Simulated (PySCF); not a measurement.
# doublet [SiF4]− at 3 levels

We compute a comparison of 3 runs (UBLYP/6-311+G**, UPBE/6-311+G**, USVWN5/6-311+G**) of doublet [SiF4]−. 

The results are computed with PySCF 2.14.0.

5 further runs of the same task are left out: 2 that didn't finish, 3 set aside as unsound or not needed.

### 1 The system as given

The species is [SiF4]− (5 atoms), meant as a doublet with charge -1. SMILES of the parent species: `F[Si](F)(F)F`. Geometry: relaxed at PBE0-D4/def2-TZVP. That shape belongs to the parent species and isn't relaxed for this state.

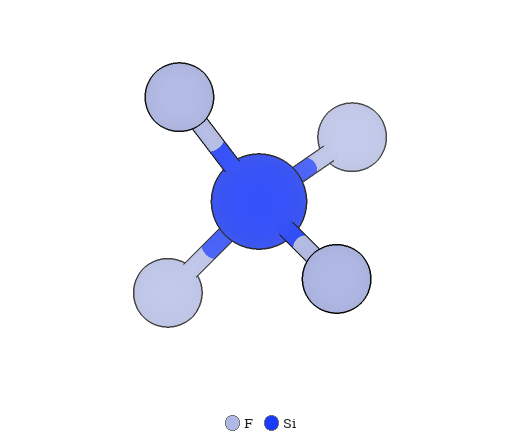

The structure, seen from a chosen angle (fluorine light blue, silicon blue).

### 2 The energy at UBLYP/6-311+G(d,p) (run 1)

The input, job.py:

```python
from pyscf import gto, dft

system = gto.M(
    atom='''
F        0.143200      -0.791930       1.338460
Si       0.000000       0.000000       0.000000
F       -1.047100       1.144420       0.181750
F       -0.477230      -0.967810      -1.129040
F        1.381130       0.615320      -0.391170
''',
    charge=-1,
    basis='6-311+g**',
    verbose=3,
    max_memory=1860,
    spin=1,
)

mf = dft.UKS(system, xc='blyp')
mf.grids.level = 5
mf.conv_tol = 1e-10
mf.kernel()
if not mf.converged:
    mf = mf.newton().run(mf.mo_coeff, mf.mo_occ)

etot = mf.e_tot
print('E = %.10f Eh' % etot)
```

Started as:

```sh
$ OMP_NUM_THREADS=1 python job.py
```

Standard output:

```text
WARN: HOMO -0.0586952949750477 >= LUMO -0.0586952949750574

converged SCF energy = -689.201170672168  <S^2> = 0.7500857  2S+1 = 2.0000857
E = -689.2011706722 Eh
```

It took 38 s on 1 thread of Arm Neoverse V1, shared host; peak memory 0.67 GiB.

### 3 A single-point energy at UPBE/6-311+G(d,p) (run 2)

The input, start.xyz:

```xyz
5
F4Si
F      0.143200    -0.791930     1.338460
Si     0.000000     0.000000     0.000000
F     -1.047100     1.144420     0.181750
F     -0.477230    -0.967810    -1.129040
F      1.381130     0.615320    -0.391170
```

The input, run.py:

```python
from pyscf import gto, dft

system = gto.M(
    atom='start.xyz',
    charge=-1,
    verbose=4,
    basis='6-311+g**',
    spin=1,
    max_memory=1860,
)

mf = dft.UKS(system, xc='pbe')
mf.grids.level = 5
mf.conv_tol = 1e-10
mf.kernel()
if not mf.converged:
    mf = mf.newton().run(mf.mo_coeff, mf.mo_occ)

e_final = mf.e_tot
print('E(%s) = %.9f' % ('PBE', e_final))
```

Started as:

```sh
$ OMP_NUM_THREADS=1 python run.py
```

Standard output:

```text
PySCF version 2.14.0

[... 102 lines left out ...]
converged SCF energy = -688.698758543793  <S^2> = 0.75025639  2S+1 = 2.0002564
E(PBE) = -688.698758544
```

Wall time 41 s (1 thread of Arm Neoverse V1, shared host); peak memory 0.67 GiB.

### 4 The energy at USVWN5/6-311+G(d,p) (run 3)

The input, input.xyz:

```xyz
5
F4Si
F      0.143200    -0.791930     1.338460
Si     0.000000     0.000000     0.000000
F     -1.047100     1.144420     0.181750
F     -0.477230    -0.967810    -1.129040
F      1.381130     0.615320    -0.391170
```

The input, job.py:

```python
from pyscf import gto, dft

mol = gto.Mole()
mol.atom = 'input.xyz'
mol.verbose = 3
mol.charge = -1
mol.max_memory = 1860
mol.basis = '6-311+g**'
mol.spin = 1
mol.build()

myscf = dft.UKS(mol, xc='svwn')
myscf.conv_tol = 1e-10
myscf.grids.level = 5
myscf.kernel()
if not myscf.converged:
    myscf = myscf.newton().run(myscf.mo_coeff, myscf.mo_occ)

e_tot = myscf.e_tot
print('E(%s) = %.9f' % ('SVWN5', e_tot))
```

Started as:

```sh
$ OMP_NUM_THREADS=1 python job.py
```

Standard output:

```text
converged SCF energy = -685.576805668596  <S^2> = 0.75023709  2S+1 = 2.0002371
E(SVWN5) = -685.576805669
```

Run time: 25 s. Hardware: 1 thread of Arm Neoverse V1, shared host; peak memory 0.45 GiB.

### 5 All runs side by side

```csv
run,level,energy (Eh),HOMO energy (eV),LUMO energy (eV),⟨S²⟩,wall time
1,UBLYP/6-311+G**,-689.201171,2.56,2.85,0.750,38 s
2,UPBE/6-311+G**,-688.698759,2.46,2.93,0.750,41 s
3,USVWN5/6-311+G**,-685.576806,2.31,2.68,0.750,25 s
```

### 6 Results

| quantity | value |
| --- | --- |
| run 3: total energy | -685.57681 Eh |
| run 3: HOMO energy (highest over α and β) | 2.31 eV |
| run 3: LUMO energy (lowest over α and β) | 2.68 eV |
| run 3: ⟨S²⟩ | 0.750 |

In words: Totals of different functionals can't be ranked against each other. In runs 1, 2, 3 the HOMO lies above zero, so the outermost electron may be held by the basis alone. All runs together took 1.8 min, the longest 41 s.
